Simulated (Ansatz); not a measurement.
## Geometry relaxation, with input and output: Zn8S7Cl2 (part 1 of 3)

- system: Zn8S7Cl2 (Zn8S7 wurtzite off disc)
- method: RKS r2SCAN-D4/def2-SVP (Ansatz 0.2.0)

The geometry: GFN1-xTB start. Figures and captions count atoms from 1; the log counts them from 0 in places.

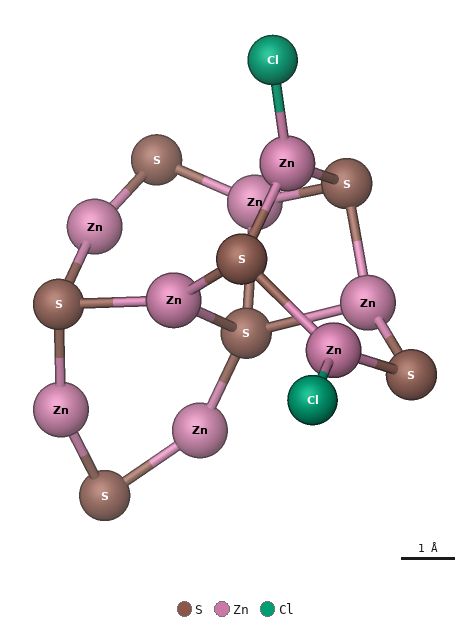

**Figure 1.** The input geometry (ball-and-stick view, seen at a tilt). Sticks mark near contacts.

### The input
```yaml
crystal:
  periodic: [false, false, false]
  atoms:
    - {symbol: S, position_ang: [-0.287780, -3.612040, -1.672550]}
    - {symbol: Zn, position_ang: [-0.418730, -3.471060, 0.512940]}
    - {symbol: Zn, position_ang: [0.743240, -1.725720, -1.873690]}
    - {symbol: S, position_ang: [-0.608470, 0.482590, -1.378560]}
    - {symbol: S, position_ang: [0.597280, -1.538520, 1.758460]}
    - {symbol: Zn, position_ang: [-0.567480, 0.210890, 1.212910]}
    - {symbol: Zn, position_ang: [-2.648490, 1.135730, -1.860040]}
    - {symbol: S, position_ang: [-4.461040, 2.229540, -1.188780]}
    - {symbol: S, position_ang: [-1.401540, 2.350030, 1.874420]}
    - {symbol: Zn, position_ang: [-3.247140, 2.478370, 0.589310]}
    - {symbol: S, position_ang: [2.746860, -0.526820, -1.422530]}
    - {symbol: Zn, position_ang: [2.651560, -0.954930, 0.859170]}
    - {symbol: Zn, position_ang: [1.812530, 1.490400, -1.396640]}
    - {symbol: S, position_ang: [1.928600, 3.618220, -0.697970]}
    - {symbol: Zn, position_ang: [0.278970, 3.314970, 0.623560]}
    - {symbol: Cl, position_ang: [-1.504320, -4.698160, 1.939330]}
    - {symbol: Cl, position_ang: [4.385950, -0.783500, 2.120660]}
basis:
  gaussian: {orbitals: def2-SVP, fitting: {mean_field: def2-universal-jkfit}}
hamiltonian: {xc: r2scan, dispersion: d4}
scf: {lower_state_search: "off"}
output: {orbitals: {seedname: orbitals}}
relax: {f_tol: 0.03, max_steps: 70}
```

Run as:
```bash
ansatz run in.yaml --threads 2 --pin off --events-out ev --progress --plain --max-ram 32768MiB --backend cuda --devices 0, --max-vram 18GiB
```

### Log
```
Functional definition: r2SCAN
  name "r2SCAN"
  cite "Furness, Kaplan, Ning, Perdew & Sun, J. Phys. Chem. Lett. 11, 8208 (2020) doi:10.1021/acs.jpclett.0c02405"
  cite "Furness, Kaplan, Ning, Perdew & Sun, J. Phys. Chem. Lett. 11, 9248 (2020) doi:10.1021/acs.jpclett.0c03077"
  parent r2scan
  parameter k0 = 0.174
  parameter k1 = 0.065
  parameter a1 = 4.9479
  exchange = r2scan_x(k0 = k0, k1 = k1, a1 = a1)
  correlation = r2scan_c
these checks for a lower state are left out or cut short: stability, starts, cluster_reference, orbital_swaps, neighbouring_geometries, increment
3264 factors; integrals over basis functions are off by at most 2.9e-2 eV
mean field evaluation 1: about -488154.7741 eV, gradient 1.1e2 eV
mean field evaluation 2: about -487990.1861 eV, gradient 2.4e2 eV
mean field evaluation 4: about -488173.5748 eV, gradient 1.9e1 eV
mean field evaluation 8: about -488174.9167 eV, gradient 5.9e-1 eV
mean field evaluation 16: about -488174.8637 eV, gradient 3.6e-3 eV
mean field -488174.86368951 eV, -17940.0953437823 hartree, gradient 7.0e-6 eV, S^2 0.000000; 0 other end points of the search recorded, 0 dependent functions left out
the calculation of the forces begins
reference -488174.86372264 eV, -17940.0953449997 hartree; 193, 193 occupied and 217, 217 virtual orbitals, 3264 factors
relax step   1: F+E_penalty+E_count = -488175.29455434 eV  Δ(F+E_penalty+E_count) = +0.000e0 eV  max|allowed force component| = 9.145e-1 eV/Å  Δτ_max = 0.0000 Å  (21 SCF iters, accepted)
these checks for a lower state are left out or cut short: stability, starts, cluster_reference, orbital_swaps, neighbouring_geometries, increment
3264 factors; integrals over basis functions are off by at most 2.9e-2 eV
mean field -488175.27213856 eV, -17940.1103540078 hartree, gradient 9.3e-6 eV, S^2 0.000000; 0 other end points of the search recorded, 0 dependent functions left out
[... from here on the field's lines of each further geometry are left out, up to the last ...]
relax step   2: F+E_penalty+E_count = -488175.71335819 eV  Δ(F+E_penalty+E_count) = -4.188e-1 eV  max|allowed force component| = 4.358e-1 eV/Å  Δτ_max = 0.1942 Å  (20 SCF iters, accepted)
relax step   3: F+E_penalty+E_count = -488175.82232638 eV  Δ(F+E_penalty+E_count) = -1.090e-1 eV  max|allowed force component| = 1.543e-1 eV/Å  Δτ_max = 0.1384 Å  (20 SCF iters, accepted)
relax step   4: F+E_penalty+E_count = -488175.85719147 eV  Δ(F+E_penalty+E_count) = -3.487e-2 eV  max|allowed force component| = 1.096e-1 eV/Å  Δτ_max = 0.0985 Å  (20 SCF iters, accepted)
relax step   5: F+E_penalty+E_count = -488175.88507893 eV  Δ(F+E_penalty+E_count) = -2.789e-2 eV  max|allowed force component| = 1.516e-1 eV/Å  Δτ_max = 0.2000 Å  (20 SCF iters, accepted)
relax step   6: F+E_penalty+E_count = -488175.90984284 eV  Δ(F+E_penalty+E_count) = -2.476e-2 eV  max|allowed force component| = 1.483e-1 eV/Å  Δτ_max = 0.1920 Å  (20 SCF iters, accepted)
relax step   7: F+E_penalty+E_count = -488175.93420249 eV  Δ(F+E_penalty+E_count) = -2.436e-2 eV  max|allowed force component| = 1.730e-1 eV/Å  Δτ_max = 0.1913 Å  (20 SCF iters, accepted)
relax step   8: F+E_penalty+E_count = -488175.96825767 eV  Δ(F+E_penalty+E_count) = -3.406e-2 eV  max|allowed force component| = 1.957e-1 eV/Å  Δτ_max = 0.1951 Å  (19 SCF iters, accepted)
relax step   9: F+E_penalty+E_count = -488176.00928065 eV  Δ(F+E_penalty+E_count) = -4.102e-2 eV  max|allowed force component| = 2.068e-1 eV/Å  Δτ_max = 0.1954 Å  (20 SCF iters, accepted)
relax step  10: F+E_penalty+E_count = -488176.06217411 eV  Δ(F+E_penalty+E_count) = -5.289e-2 eV  max|allowed force component| = 2.065e-1 eV/Å  Δτ_max = 0.1951 Å  (20 SCF iters, accepted)
relax step  11: F+E_penalty+E_count = -488176.12796197 eV  Δ(F+E_penalty+E_count) = -6.579e-2 eV  max|allowed force component| = 2.561e-1 eV/Å  Δτ_max = 0.1932 Å  (20 SCF iters, accepted)
relax step  12: F+E_penalty+E_count = -488176.21548836 eV  Δ(F+E_penalty+E_count) = -8.753e-2 eV  max|allowed force component| = 3.490e-1 eV/Å  Δτ_max = 0.1925 Å  (20 SCF iters, accepted)
relax step  13: F+E_penalty+E_count = -488176.33206263 eV  Δ(F+E_penalty+E_count) = -1.166e-1 eV  max|allowed force component| = 4.701e-1 eV/Å  Δτ_max = 0.1930 Å  (20 SCF iters, accepted)
relax step  14: F+E_penalty+E_count = -488176.48850646 eV  Δ(F+E_penalty+E_count) = -1.564e-1 eV  max|allowed force component| = 6.081e-1 eV/Å  Δτ_max = 0.1961 Å  (20 SCF iters, accepted)
relax step  15: F+E_penalty+E_count = -488176.67297599 eV  Δ(F+E_penalty+E_count) = -1.845e-1 eV  max|allowed force component| = 6.835e-1 eV/Å  Δτ_max = 0.1949 Å  (20 SCF iters, accepted)
relax step  16: F+E_penalty+E_count = -488176.83907868 eV  Δ(F+E_penalty+E_count) = -1.661e-1 eV  max|allowed force component| = 5.876e-1 eV/Å  Δτ_max = 0.1945 Å  (20 SCF iters, accepted)
relax step  17: F+E_penalty+E_count = -488176.94820905 eV  Δ(F+E_penalty+E_count) = -1.091e-1 eV  max|allowed force component| = 3.596e-1 eV/Å  Δτ_max = 0.1949 Å  (20 SCF iters, accepted)
relax step  18: F+E_penalty+E_count = -488177.00352351 eV  Δ(F+E_penalty+E_count) = -5.531e-2 eV  max|allowed force component| = 2.754e-1 eV/Å  Δτ_max = 0.1965 Å  (20 SCF iters, accepted)
relax step  19: F+E_penalty+E_count = -488177.08699262 eV  Δ(F+E_penalty+E_count) = -8.347e-2 eV  max|allowed force component| = 1.912e-1 eV/Å  Δτ_max = 0.1953 Å  (20 SCF iters, accepted)
relax step  20: F+E_penalty+E_count = -488177.19453336 eV  Δ(F+E_penalty+E_count) = -1.075e-1 eV  max|allowed force component| = 1.283e-1 eV/Å  Δτ_max = 0.1954 Å  (20 SCF iters, accepted)
relax step  21: F+E_penalty+E_count = -488177.31961435 eV  Δ(F+E_penalty+E_count) = -1.251e-1 eV  max|allowed force component| = 1.781e-1 eV/Å  Δτ_max = 0.1949 Å  (19 SCF iters, accepted)
relax step  22: F+E_penalty+E_count = -488177.47062931 eV  Δ(F+E_penalty+E_count) = -1.510e-1 eV  max|allowed force component| = 2.173e-1 eV/Å  Δτ_max = 0.1950 Å  (19 SCF iters, accepted)
relax step  23: F+E_penalty+E_count = -488177.65770473 eV  Δ(F+E_penalty+E_count) = -1.871e-1 eV  max|allowed force component| = 2.976e-1 eV/Å  Δτ_max = 0.1950 Å  (19 SCF iters, accepted)
relax step  24: F+E_penalty+E_count = -488177.81651642 eV  Δ(F+E_penalty+E_count) = -1.588e-1 eV  max|allowed force component| = 1.688e-1 eV/Å  Δτ_max = 0.1957 Å  (19 SCF iters, accepted)
relax step  25: F+E_penalty+E_count = -488177.88973480 eV  Δ(F+E_penalty+E_count) = -7.322e-2 eV  max|allowed force component| = 3.015e-1 eV/Å  Δτ_max = 0.1956 Å  (25 SCF iters, accepted)
relax step  26: F+E_penalty+E_count = -488177.90380596 eV  Δ(F+E_penalty+E_count) = -1.407e-2 eV  max|allowed force component| = 3.114e-1 eV/Å  Δτ_max = 0.1792 Å  (20 SCF iters, accepted)
relax step  27: F+E_penalty+E_count = -488177.93369196 eV  Δ(F+E_penalty+E_count) = -2.989e-2 eV  max|allowed force component| = 1.066e-1 eV/Å  Δτ_max = 0.1238 Å  (19 SCF iters, accepted)
relax step  28: F+E_penalty+E_count = -488177.93138243 eV  Δ(F+E_penalty+E_count) = +2.310e-3 eV  max|allowed force component| = 1.341e-1 eV/Å  Δτ_max = 0.2000 Å  (20 SCF iters, rejected (line search))
relax step  29: F+E_penalty+E_count = -488177.94204398 eV  Δ(F+E_penalty+E_count) = -8.352e-3 eV  max|allowed force component| = 2.667e-2 eV/Å  Δτ_max = 0.0978 Å  (19 SCF iters, accepted)
relax step  30: F+E_penalty+E_count = -488177.94540231 eV  Δ(F+E_penalty+E_count) = -3.358e-3 eV  max|allowed force component| = 2.855e-2 eV/Å  Δτ_max = 0.0975 Å  (20 SCF iters, accepted)
relax step  31: F+E_penalty+E_count = -488177.95046960 eV  Δ(F+E_penalty+E_count) = -5.067e-3 eV  max|allowed force component| = 4.518e-2 eV/Å  Δτ_max = 0.1463 Å  (20 SCF iters, accepted)
relax step  32: F+E_penalty+E_count = -488177.95819414 eV  Δ(F+E_penalty+E_count) = -7.725e-3 eV  max|allowed force component| = 8.478e-2 eV/Å  Δτ_max = 0.1951 Å  (20 SCF iters, accepted)
relax step  33: F+E_penalty+E_count = -488177.96615026 eV  Δ(F+E_penalty+E_count) = -7.956e-3 eV  max|allowed force component| = 9.635e-2 eV/Å  Δτ_max = 0.1982 Å  (19 SCF iters, accepted)
relax step  34: F+E_penalty+E_count = -488177.97004967 eV  Δ(F+E_penalty+E_count) = -3.899e-3 eV  max|allowed force component| = 1.116e-1 eV/Å  Δτ_max = 0.1884 Å  (19 SCF iters, accepted)
relax step  35: F+E_penalty+E_count = -488177.97763975 eV  Δ(F+E_penalty+E_count) = -7.590e-3 eV  max|allowed force component| = 1.044e-1 eV/Å  Δτ_max = 0.0800 Å  (20 SCF iters, accepted)
relax step  36: F+E_penalty+E_count = -488177.94239089 eV  Δ(F+E_penalty+E_count) = +3.525e-2 eV  max|allowed force component| = 3.846e-1 eV/Å  Δτ_max = 0.1888 Å  (20 SCF iters, rejected (line search))
relax step  37: F+E_penalty+E_count = -488177.98607649 eV  Δ(F+E_penalty+E_count) = -8.437e-3 eV  max|allowed force component| = 4.642e-2 eV/Å  Δτ_max = 0.0921 Å  (20 SCF iters, accepted)
relax step  38: F+E_penalty+E_count = -488177.98733785 eV  Δ(F+E_penalty+E_count) = -1.261e-3 eV  max|allowed force component| = 6.996e-2 eV/Å  Δτ_max = 0.0736 Å  (20 SCF iters, accepted)
relax step  39: F+E_penalty+E_count = -488177.98972535 eV  Δ(F+E_penalty+E_count) = -2.387e-3 eV  max|allowed force component| = 3.610e-2 eV/Å  Δτ_max = 0.0260 Å  (21 SCF iters, accepted)
relax step  40: F+E_penalty+E_count = -488177.99177845 eV  Δ(F+E_penalty+E_count) = -2.053e-3 eV  max|allowed force component| = 2.733e-2 eV/Å  Δτ_max = 0.0459 Å  (20 SCF iters, accepted)
the calculation of the forces begins
reference -488177.47512164 eV, -17940.1913121430 hartree; 193, 193 occupied and 217, 217 virtual orbitals, 3264 factors
relax step  41: F+E_penalty+E_count = -488177.99312175 eV  Δ(F+E_penalty+E_count) = -1.343e-3 eV  max|allowed force component| = 4.722e-2 eV/Å  Δτ_max = 0.0751 Å  (20 SCF iters, accepted)
these checks for a lower state are left out or cut short: stability, starts, cluster_reference, orbital_swaps, neighbouring_geometries, increment
3264 factors; integrals over basis functions are off by at most 2.5e-2 eV
mean field -488177.47559496 eV, -17940.1913295372 hartree, gradient 2.3e-6 eV, S^2 0.000000; 0 other end points of the search recorded, 0 dependent functions left out
the calculation of the forces begins
reference -488177.47562498 eV, -17940.1913306403 hartree; 193, 193 occupied and 217, 217 virtual orbitals, 3264 factors
relax step  42: F+E_penalty+E_count = -488177.99372424 eV  Δ(F+E_penalty+E_count) = -6.025e-4 eV  max|allowed force component| = 1.890e-2 eV/Å  Δτ_max = 0.0087 Å  (21 SCF iters, accepted)
```

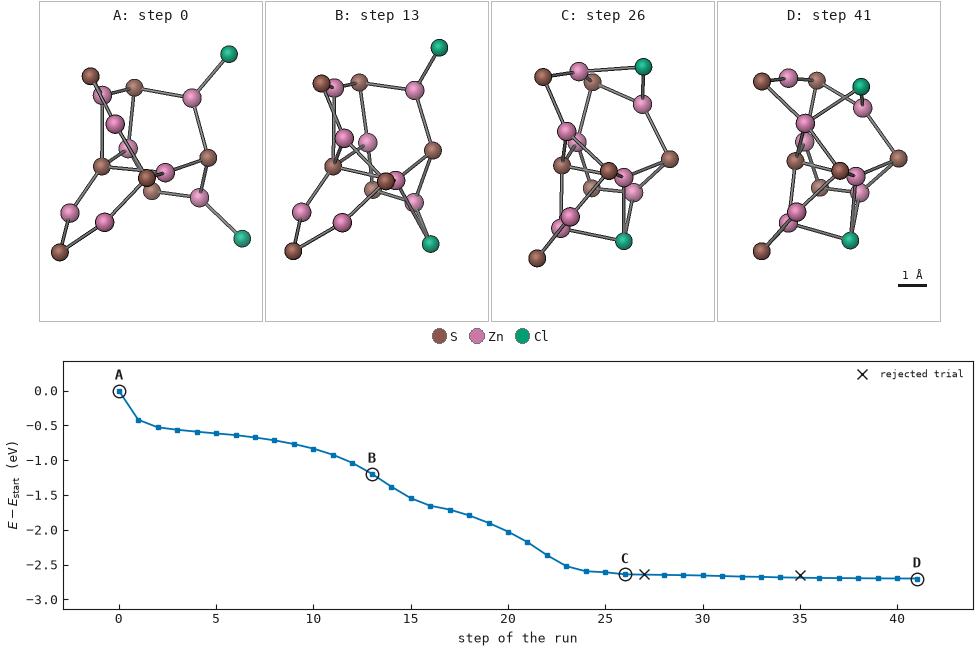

**Figure 2.** Frames of the relaxation (ball-and-stick view, seen at a tilt) above the curves, on which the letters mark them (the first geometry is step 0 here and step 1 in the log).

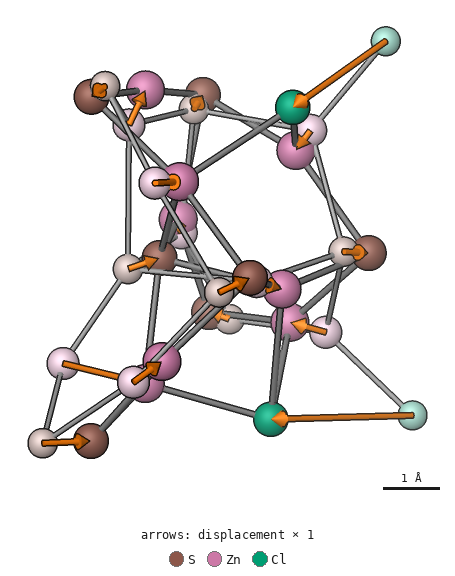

**Figure 3.** Start (faint) and end (solid) with the displacements as orange arrows, at true length (ball-and-stick view, seen at a tilt). The two geometries are laid on each other by the best rigid fit. The energy falls by 2.699 eV in 41 geometry steps. Largest force component: 0.91 eV/Å at the start, 0.019 eV/Å at the end. The line search rejected the trial steps at points 27, 35 (counted from 0) and went back. The atom that moves furthest after the best rigid fit is Cl16 (3.27 Å). By element the largest moves are Cl 3.27 Å, Zn 1.61 Å, S 0.98 Å. Among the contacts that change: Zn7–Cl16 7.055 → 2.409 Å, Zn15–Cl17 5.992 → 2.575 Å, Zn6–Cl16 5.050 → 2.623 Å, S4–Zn15 3.580 → 2.669 Å. New bonds form: Zn15–Cl17 (5.99 → 2.58 Å), Zn7–Cl16 (7.06 → 2.41 Å). Among the angles that change: S11–Zn13–S14 147.4° → 174.4°, Zn2–S5–Zn6 106.1° → 79.2°, Zn6–S4–Zn7 105.3° → 80.6°. (Atoms are counted from 1 in the order of the input.)

```
Total energy: -488177.99375425 eV, -17940.2103715399 hartree
Atom 0 at    -0.292967    -3.356834    -2.100846 Å, force    -0.002723    -0.000090     0.000979 eV/Å
Atom 1 at    -0.503118    -2.860908     0.021224 Å, force    -0.001326     0.003742    -0.000574 eV/Å
Atom 2 at     0.926777    -1.530204    -1.936406 Å, force     0.002699    -0.001725    -0.000075 eV/Å
Atom 3 at    -0.283690     0.285036    -0.907792 Å, force     0.006864     0.000223    -0.008451 eV/Å
Atom 4 at     0.719635    -2.192175     1.854796 Å, force    -0.008914    -0.002106    -0.002468 eV/Å
Atom 5 at    -0.553493    -0.294011     1.467746 Å, force    -0.003317    -0.000575     0.009225 eV/Å
Atom 6 at    -2.558487    -0.035287    -0.856430 Å, force     0.012276     0.002500    -0.000608 eV/Å
Atom 7 at    -4.104078     1.541946    -0.670359 Å, force    -0.004696     0.004523     0.001134 eV/Å
Atom 8 at    -0.945746     1.895937     2.234284 Å, force     0.008343    -0.005600     0.009795 eV/Å
Atom 9 at    -2.662299     2.059497     0.842451 Å, force    -0.003996    -0.007647    -0.007945 eV/Å
Atom 10 at     3.092467    -0.814386    -1.488070 Å, force    -0.005178    -0.001349    -0.003097 eV/Å
Atom 11 at     2.228910    -0.998011     0.637856 Å, force     0.004756    -0.001348     0.004761 eV/Å
Atom 12 at     2.550095     1.376715    -1.237143 Å, force    -0.013035    -0.005133     0.009403 eV/Å
Atom 13 at     1.831781     3.402372    -0.967851 Å, force    -0.003208     0.008363     0.006090 eV/Å
Atom 14 at     0.646739     2.309993     0.561925 Å, force     0.018896     0.001658    -0.014797 eV/Å
Atom 15 at    -2.610580    -1.780145     0.804256 Å, force     0.005301    -0.003860     0.003692 eV/Å
Atom 16 at     2.518055     0.990456     1.740359 Å, force    -0.012742     0.008425    -0.007064 eV/Å
Dipole moment:    -0.035661    -0.128220     0.233022 e Å
Checks for a lower state left out: stability, starts, cluster_reference, orbital_swaps, neighbouring_geometries, increment
```

### Trajectory as extended XYZ (Å, eV, eV/Å), 28 of the 42 frames kept, from step=1 to step=42
```
17
Properties=species:S:1:pos:R:3:forces:R:3 step=1 energy=-488175.29455
S    -0.2878   -3.6120   -1.6725    0.1013   0.1469  -0.4313
Zn   -0.4187   -3.4711    0.5129   -0.1397   0.0522   0.3417
Zn    0.7432   -1.7257   -1.8737    0.2649   0.3332   0.6891
S    -0.6085    0.4826   -1.3786    0.0855  -0.0332   0.2330
S     0.5973   -1.5385    1.7585   -0.1307  -0.1480   0.1455
Zn   -0.5675    0.2109    1.2129   -0.0248   0.2462  -0.9145
Zn   -2.6485    1.1357   -1.8600    0.0042   0.2397   0.4927
S    -4.4610    2.2295   -1.1888    0.3150  -0.1762   0.0080
S    -1.4015    2.3500    1.8744    0.1288   0.0925   0.0101
Zn   -3.2471    2.4784    0.5893    0.4572  -0.1625  -0.2963
S     2.7469   -0.5268   -1.4225   -0.3207  -0.2395  -0.5027
Zn    2.6516   -0.9549    0.8592    0.0376  -0.0025   0.1477
Zn    1.8125    1.4904   -1.3966   -0.3706   0.0696   0.4186
S     1.9286    3.6182   -0.6980   -0.0851  -0.0955  -0.0150
Zn    0.2790    3.3150    0.6236   -0.3755  -0.5939  -0.1238
Cl   -1.5043   -4.6982    1.9393    0.1618   0.2426  -0.0927
Cl    4.3860   -0.7835    2.1207   -0.1092   0.0283  -0.1102
```
